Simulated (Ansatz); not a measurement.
# CH2ClNSi: one species, many methods

How much do the methods differ for CH2ClNSi? The plan is to run it at one geometry with functionals of several rungs and with coupled cluster. The yardstick is the atomisation energy at the CCSD(T) limit.

The runs use Ansatz 0.2.0, Gaussian basis; functionals in def2-TZVPP, the program's frozen cores in correlated methods.

Levels to be run: LDA (SPW92), PBE-D4, revPBE-D4, BLYP-D4, r2SCAN-D4, B97M-V, PBE0-D4, B3LYP-D4, r2SCANh-D4, r2SCAN0-D4, HSE06-D4, BHLYP-D4, CAM-B3LYP-D4, LC-ωPBE, ωB97X-V, ωB97M-V, B2PLYP, PBE-QIDH; CCSD(T)/def2-SVP; CCSD(T)/def2-TZVPP; MP2/def2-QZVPP; extrapolation to the limit; RPA on PBE.

## Step 1: The relaxed structure

The geometry comes from an earlier relaxation with PBE0-D4 in a triple-zeta def2 set; it is a stationary point.

SMILES `ClC1=N[SiH2]1`, 6 atoms, charge 0, spin multiplicity 1.

Atoms are counted from 1 here; the program's logs count them from 0.

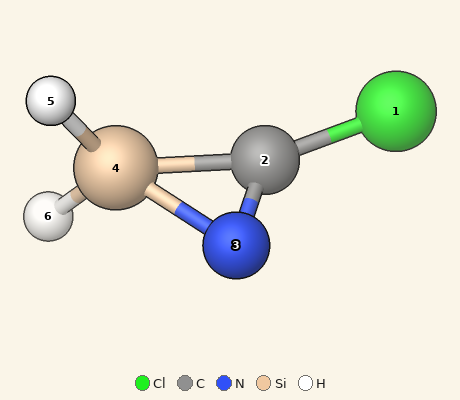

The geometry (chlorine green, carbon grey, nitrogen blue, silicon light orange, hydrogen white); atoms are numbered from 1 in the order of the file.

## Step 2: LDA

This LDA is Slater exchange with PW92 correlation.

in.yaml reads:

```yaml
crystal:
  periodic: [false, false, false]
  atoms:
    - {symbol: Cl, position_ang: [-1.232233, -2.329301, 0.030696]}
    - {symbol: C, position_ang: [-0.265542, -0.920305, 0.026581]}
    - {symbol: N, position_ang: [0.989554, -0.796100, 0.131494]}
    - {symbol: Si, position_ang: [0.170658, 0.797247, -0.045186]}
    - {symbol: H, position_ang: [0.300661, 1.512459, -1.329255]}
    - {symbol: H, position_ang: [0.078902, 1.672001, 1.139570]}
basis:
  gaussian: {orbitals: def2-TZVPP}
hamiltonian: {xc: lda}
output: {orbitals: {seedname: orbitals}}
```

On the command line:

```
$ ansatz run in.yaml --threads 2 --pin off --events-out ev --progress --plain --max-ram 4352MiB
```

After this run come: PBE-D4 (GGA); revPBE-D4 (GGA); BLYP-D4 (GGA); r2SCAN-D4 (meta-GGA); B97M-V (meta-GGA); PBE0-D4 (hybrid); B3LYP-D4 (hybrid); r2SCANh-D4 (hybrid); r2SCAN0-D4 (hybrid); HSE06-D4 (hybrid); BHLYP-D4 (hybrid); CAM-B3LYP-D4 (range-separated); LC-ωPBE (range-separated); ωB97X-V (range-separated); ωB97M-V (range-separated); B2PLYP (double hybrid); PBE-QIDH (double hybrid); CCSD(T) in def2-SVP; CCSD(T) in def2-TZVPP; MP2 in def2-QZVPP; RPA on PBE orbitals.

**Question.** What will the summary of the whole plan be? Wanted: atomisation energy, CCSD(T)/CBS; farthest beyond LDA; mean size of error, GGA; mean size of error, meta-GGA; mean size of error, hybrid; mean size of error, range-separated; mean size of error, double hybrid; gap, smallest and largest; T1 diagnostic.

**Answer**, as computed:

```
                               quantity                                        value
        atomisation energy, CCSD(T)/CBS                                2022.3 kJ/mol
 functionals within 10.1 kJ/mol (0.5 %)  B3LYP-D4, r2SCANh-D4, CAM-B3LYP-D4, LC-ωPBE
                    farthest beyond LDA                       PBE-D4 (+101.1 kJ/mol)
                mean size of error, GGA                                  56.5 kJ/mol
           mean size of error, meta-GGA                                  24.5 kJ/mol
             mean size of error, hybrid                                  34.3 kJ/mol
    mean size of error, range-separated                                  13.9 kJ/mol
      mean size of error, double hybrid                                  14.7 kJ/mol
              gap, smallest and largest    3.96 eV (LDA (SPW92)), 10.83 eV (LC-ωPBE)
                          T1 diagnostic                                       0.0150
triples share of the correlation energy                                        4.9 %
```

What this shows: LDA overbinds by 386.8 kJ/mol (19 %). PBE-D4 misses by +101.1 kJ/mol. Double hybrids carry the basis error of their MP2 part in triple zeta, and no dispersion term here, so their miss is partly the set-up's. Taken by rung, range-separated functionals do best (13.9 kJ/mol on average) and GGA ones worst beyond LDA (56.5 kJ/mol). The gap between the best rungs is small, so their order is not settled. The reference freezes the cores and leaves out relativity and excitations past (T), so misses under about 10.1 kJ/mol can't be ranked. Hartree-Fock recovers 63 % of the binding; the rest is correlation. CCSD(T) in def2-SVP is off by -174.2 kJ/mol, which most functionals beat. The gap grows from 4.0 to 10.8 eV across the functionals, mostly with the share of exact exchange.
